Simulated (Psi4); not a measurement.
**Geometry relaxation of BClF2 (part 3 of 4)**

The same run, continued: BClF2; B97-3c/def2-mTZVP, RKS (Psi4 1.11). The geometry comes from this level: PBE0-D4/def2-TZVP.

Geometry of the input (Å):
```
F  -0.1737  -1.2543  -0.5463
B  -0.0671  -0.0413  -0.0620
F  -1.0116  0.8301  -0.3177
Cl 1.3079  0.4053  0.9057
```

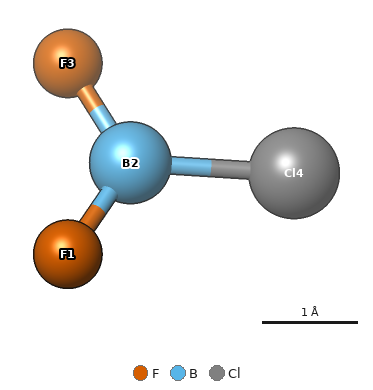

The starting structure (ball-and-stick view, seen at a tilt; atoms are numbered from 1 in the order of the input).

The program's output, continued:
```
  Minimum eigenvalue in the overlap matrix is 4.6590898851E-03.
  Reciprocal condition number of the overlap matrix is 8.9401175527E-04.
    Using symmetric orthogonalization.

  ==> Iterations <==

                           Total Energy        Delta E     RMS |[F,P]|

   @DF-RKS iter   0:  -684.76234342842486   -6.84762e+02   8.30621e-04
   @DF-RKS iter   1:  -684.76751590337597   -5.17247e-03   6.51212e-05 DIIS
   @DF-RKS iter   2:  -684.76751444971421    1.45366e-06   6.63159e-05 DIIS
   @DF-RKS iter   3:  -684.76752864150455   -1.41918e-05   1.57163e-05 DIIS
   @DF-RKS iter   4:  -684.76752944140253   -7.99898e-07   4.77013e-06 DIIS
   @DF-RKS iter   5:  -684.76752950253751   -6.11350e-08   1.36055e-06 DIIS
   @DF-RKS iter   6:  -684.76752950597336   -3.43584e-09   3.08195e-07 DIIS
   @DF-RKS iter   7:  -684.76752950615162   -1.78261e-10   4.55416e-08 DIIS
   @DF-RKS iter   8:  -684.76752950615651   -4.88853e-12   2.55784e-08 DIIS
   @DF-RKS iter   9:  -684.76752950615787   -1.36424e-12   3.05559e-09 DIIS
  Energy and wave function converged.

  ==> Post-Iterations <==

   Electrons on quadrature grid:
      Ntotal   =   40.0000026254 ; deviation = 2.625e-06

    Final Occupation by Irrep:
              A
    DOCC [    20 ]
    NA   [    20 ]
    NB   [    20 ]

  @DF-RKS Final Energy:  -684.76752950615787

   => Energetics <=

    Nuclear Repulsion Energy =            141.2440648795954417
    One-Electron Energy =               -1228.3898685570893576
    Two-Electron Energy =                 455.5019329337002318
    DFT Exchange-Correlation Energy =     -53.1094217121635381
    Empirical Dispersion Energy =          -0.0142370502007289
    VV10 Nonlocal Energy =                  0.0000000000000000
    Total Energy =                       -684.7675295061578709

Computation Completed

Properties will be evaluated at   0.000000,   0.000000,   0.000000 [a0]

Properties computed using the SCF density matrix

 Multipole Moments:

 ------------------------------------------------------------------------------------
     Multipole            Electronic (a.u.)      Nuclear  (a.u.)        Total (a.u.)
 ------------------------------------------------------------------------------------

 L = 1.  Multiply by 2.5417464519 to convert [e a0] to [Debye]
 Dipole X            :         -0.9887399            1.0069443            0.0182044
 Dipole Y            :         -0.3313543            0.3296825           -0.0016718
 Dipole Z            :         -0.6025900            0.6849001            0.0823101
 Magnitude           :                                                    0.0843157

 ------------------------------------------------------------------------------------

	total time  =          2 seconds =       0.03 minutes

         ------------------------------------------------------------
                                   SCF GRAD
         ------------------------------------------------------------

  ==> Geometry <==

    Molecular point group: c1
    Full point group: C1

    Geometry (in Angstrom), charge = 0, multiplicity = 1:

       Center              X                  Y                   Z               Mass
    ------------   -----------------  -----------------  -----------------  -----------------
         F           -0.439636201047    -1.327706196842    -0.730163763765    18.998403162730
         B           -0.358620516239    -0.121710589072    -0.204647803449    11.009305360000
         F           -1.282996271197     0.770109447544    -0.500133742000    18.998403162730
         CL           1.048802753527     0.341257890116     0.732844123229    34.968852682000

  Nuclear repulsion =  141.244064879595442

   => Molecular Quadrature <=

    Radial Scheme          =       TREUTLER
    Pruning Scheme         =           NONE
    Nuclear Scheme         =       TREUTLER

    Blocking Scheme        =         OCTREE
    BS radius alpha        =              1
    Pruning alpha          =              1
    Radial Points          =             75
    Spherical Points       =            302
    Total Points           =          87169
    Total Blocks           =            718
    Max Points             =            256
    Max Functions          =             75
    Weights Tolerance      =       1.00E-15

  -Total Gradient:
     Atom            X                  Y                   Z
    ------   -----------------  -----------------  -----------------
       1        0.001925675945     0.000881617530    -0.003421435859
       2       -0.005083748496    -0.003031878593     0.009104901136
       3        0.001745505581     0.001331616421    -0.003371742184
       4        0.001739452111     0.000945537568    -0.002267921021

	total time  =          1 seconds =       0.02 minutes

    			-----------------------------------------

    			 OPTKING 3.0: for geometry optimizations

    			        with contributions from

    			-----------------------------------------

	                            ===> Fragment 1 <==

	 Z (Atomic Numbers)          Masses                          Geom
	       9.000000            18.998403         -0.83079201 -2.50900109 -1.37980954
	       5.000000            11.009305         -0.67769456 -0.22999968 -0.38672830
	       9.000000            18.998403         -2.42451157  1.45529594 -0.94511580
	      17.000000            34.968853          1.98194996  0.64488395  1.38487469

	 - Coordinate -           - BOHR/RAD -       - ANG/DEG -
	 R(1,2)           =         2.490682           1.318012
	 R(2,3)           =         2.490660           1.318001
	 R(2,4)           =         3.313262           1.753303
	 B(1,2,3)         =         2.079034         119.119878
	 B(1,2,4)         =         2.099194         120.274969
	 B(3,2,4)         =         2.099245         120.277869
	 O(1,2,3,4)       =         0.099822           5.719397
	 O(3,2,1,4)       =        -0.099819          -5.719227
	 O(4,2,1,3)       =         0.098674           5.653627

	        --- Internal Coordinate Step in ANG or DEG, aJ/ANG or AJ/DEG ---
	-------------------------------------------------------------------------------
	           Coordinate      Previous         Force          Change          New
	           ----------      --------        ------          ------        ------
	               R(1,2)       1.31801       -0.00393       -0.00011       1.31791
	               R(2,3)       1.31800       -0.00388       -0.00008       1.31792
	               R(2,4)       1.75330       -0.00292       -0.00002       1.75328
	             B(1,2,3)     119.11988        0.00002        0.15734     119.27722
	             B(1,2,4)     120.27497        0.00000        0.08620     120.36117
	             B(3,2,4)     120.27787        0.00000        0.08371     120.36158
	           O(1,2,3,4)       5.71940       -0.00025       -5.66206       0.05734
	           O(3,2,1,4)      -5.71923        0.00025        5.66189      -0.05734
	           O(4,2,1,3)       5.65363       -0.00025       -5.59691       0.05672
	-------------------------------------------------------------------------------

	                                 ==> Convergence Check <==

	Measures of convergence in internal coordinates in au.

	Criteria marked as inactive (o), active & met (*), and active & unmet ( ).

	----------------------------------------------------------------------------------------------
	   Step    Total Energy     Delta E     Max Force     RMS Force      Max Disp      RMS Disp
	----------------------------------------------------------------------------------------------
	  Convergence Criteria     1.00e-06 *    3.00e-04 *             o    1.20e-03 *             o
	----------------------------------------------------------------------------------------------
	     3    -684.76752951    4.90e-04      3.30e-03      1.91e-03 o    9.88e-02      5.68e-02 o  ~
	----------------------------------------------------------------------------------------------

Next Geometry in Ang
	Fragment 1 (Ang)

	    F  -0.4457342966  -1.3321925858  -0.7198335874
	    B  -0.3414696974  -0.1116370653  -0.2337776572
	    F  -1.2897089794   0.7671686758  -0.4896302175
	   Cl   1.0444627384   0.3386115272   0.7411402760

    Structure for next step:
    Molecular point group: c1
    Full point group: C1

    Geometry (in Angstrom), charge = 0, multiplicity = 1:

    F           -0.443277236130    -1.330730936250    -0.724182675752
    B           -0.339012636961    -0.110175415753    -0.238126745535
    F           -1.287251918965     0.768630325363    -0.493979305819
    CL           1.046919798813     0.340073176749     0.736791187680

gradient() will perform analytic gradient computation.

  ==> Geometry <==

    Molecular point group: c1
    Full point group: C1

    Geometry (in Angstrom), charge = 0, multiplicity = 1:

       Center              X                  Y                   Z               Mass
    ------------   -----------------  -----------------  -----------------  -----------------
         F           -0.443277236130    -1.330730936250    -0.724182675752    18.998403162730
         B           -0.339012636961    -0.110175415753    -0.238126745535    11.009305360000
         F           -1.287251918965     0.768630325363    -0.493979305819    18.998403162730
         CL           1.046919798813     0.340073176749     0.736791187680    34.968852682000

  Running in c1 symmetry.

  Rotational constants: A =      0.34308  B =      0.15477  C =      0.10665 [cm^-1]
  Rotational constants: A =  10285.39081  B =   4639.79004  C =   3197.41889 [MHz]
  Nuclear repulsion =  141.210106501649619

  Charge       = 0
  Multiplicity = 1
  Electrons    = 40
  Nalpha       = 20
  Nbeta        = 20

   => Molecular Quadrature <=

    Radial Scheme          =       TREUTLER
    Pruning Scheme         =           NONE
    Nuclear Scheme         =       TREUTLER

    Blocking Scheme        =         OCTREE
    BS radius alpha        =              1
    Pruning alpha          =              1
    Radial Points          =             75
    Spherical Points       =            302
    Total Points           =          87175
    Total Blocks           =            718
    Max Points             =            255
    Max Functions          =             75
    Weights Tolerance      =       1.00E-15

   => Auxiliary Basis Set <=

  Basis Set: (DEF2-MTZVP AUX)
    Blend: DEF2-UNIVERSAL-JKFIT
    Number of shells: 113
    Number of basis functions: 357
    Number of Cartesian functions: 430
    Spherical Harmonics?: true
    Max angular momentum: 4

  Cached 100.0% of DFT collocation blocks in 0.159 [GiB].

  Minimum eigenvalue in the overlap matrix is 4.6675707247E-03.
  Reciprocal condition number of the overlap matrix is 8.9588011692E-04.
    Using symmetric orthogonalization.

  ==> Iterations <==

                           Total Energy        Delta E     RMS |[F,P]|

   @DF-RKS iter   0:  -684.76627005694240   -6.84766e+02   7.94896e-04
   @DF-RKS iter   1:  -684.76801657545809   -1.74652e-03   4.13121e-05 DIIS
   @DF-RKS iter   2:  -684.76801911471307   -2.53925e-06   2.98871e-05 DIIS
   @DF-RKS iter   3:  -684.76802107000583   -1.95529e-06   1.52368e-05 DIIS
   @DF-RKS iter   4:  -684.76802163361992   -5.63614e-07   4.13680e-06 DIIS
   @DF-RKS iter   5:  -684.76802167419942   -4.05795e-08   8.79304e-07 DIIS
   @DF-RKS iter   6:  -684.76802167623703   -2.03761e-09   1.73818e-07 DIIS
   @DF-RKS iter   7:  -684.76802167632241   -8.53788e-11   2.70620e-08 DIIS
   @DF-RKS iter   8:  -684.76802167632457   -2.16005e-12   1.51704e-08 DIIS
   @DF-RKS iter   9:  -684.76802167632422    3.41061e-13   3.32979e-09 DIIS
  Energy and wave function converged.

  ==> Post-Iterations <==

   Electrons on quadrature grid:
      Ntotal   =   40.0000066502 ; deviation = 6.650e-06

    Final Occupation by Irrep:
              A
    DOCC [    20 ]
    NA   [    20 ]
    NB   [    20 ]

  @DF-RKS Final Energy:  -684.76802167632422

   => Energetics <=

    Nuclear Repulsion Energy =            141.2101065016496193
    One-Electron Energy =               -1228.3196145203505694
    Two-Electron Energy =                 455.4651781791451413
    DFT Exchange-Correlation Energy =     -53.1094539697531474
    Empirical Dispersion Energy =          -0.0142378670151792
    VV10 Nonlocal Energy =                  0.0000000000000000
    Total Energy =                       -684.7680216763242242

Computation Completed

Properties will be evaluated at   0.000000,   0.000000,   0.000000 [a0]

Properties computed using the SCF density matrix

 Multipole Moments:

 ------------------------------------------------------------------------------------
     Multipole            Electronic (a.u.)      Nuclear  (a.u.)        Total (a.u.)
 ------------------------------------------------------------------------------------

 L = 1.  Multiply by 2.5417464519 to convert [e a0] to [Debye]
 Dipole X            :         -0.9506753            0.9974182            0.0467430
 Dipole Y            :         -0.3089316            0.3240151            0.0150836
 Dipole Z            :         -0.6681792            0.7017661            0.0335869
 Magnitude           :                                                    0.0595021

 ------------------------------------------------------------------------------------

	total time  =          2 seconds =       0.03 minutes

         ------------------------------------------------------------
                                   SCF GRAD
         ------------------------------------------------------------

  ==> Geometry <==

    Molecular point group: c1
    Full point group: C1

    Geometry (in Angstrom), charge = 0, multiplicity = 1:

       Center              X                  Y                   Z               Mass
    ------------   -----------------  -----------------  -----------------  -----------------
         F           -0.443277236130    -1.330730936250    -0.724182675752    18.998403162730
         B           -0.339012636961    -0.110175415753    -0.238126745535    11.009305360000
         F           -1.287251918965     0.768630325363    -0.493979305819    18.998403162730
         CL           1.046919798813     0.340073176749     0.736791187680    34.968852682000

  Nuclear repulsion =  141.210106501649619

   => Molecular Quadrature <=

    Radial Scheme          =       TREUTLER
    Pruning Scheme         =           NONE
    Nuclear Scheme         =       TREUTLER

    Blocking Scheme        =         OCTREE
    BS radius alpha        =              1
    Pruning alpha          =              1
    Radial Points          =             75
    Spherical Points       =            302
    Total Points           =          87175
    Total Blocks           =            718
    Max Points             =            255
    Max Functions          =             75
    Weights Tolerance      =       1.00E-15

  -Total Gradient:
     Atom            X                  Y                   Z
    ------   -----------------  -----------------  -----------------
       1        0.000128239736    -0.000586006298    -0.000176681721
       2        0.000104582690     0.000010462776     0.000197336005
       3       -0.000331154981     0.000541059299    -0.000056822729
       4        0.000456461425     0.000151334995     0.000285982626

	total time  =          0 seconds =       0.00 minutes

    			-----------------------------------------

    			 OPTKING 3.0: for geometry optimizations

    			        with contributions from

    			-----------------------------------------

	                            ===> Fragment 1 <==
```
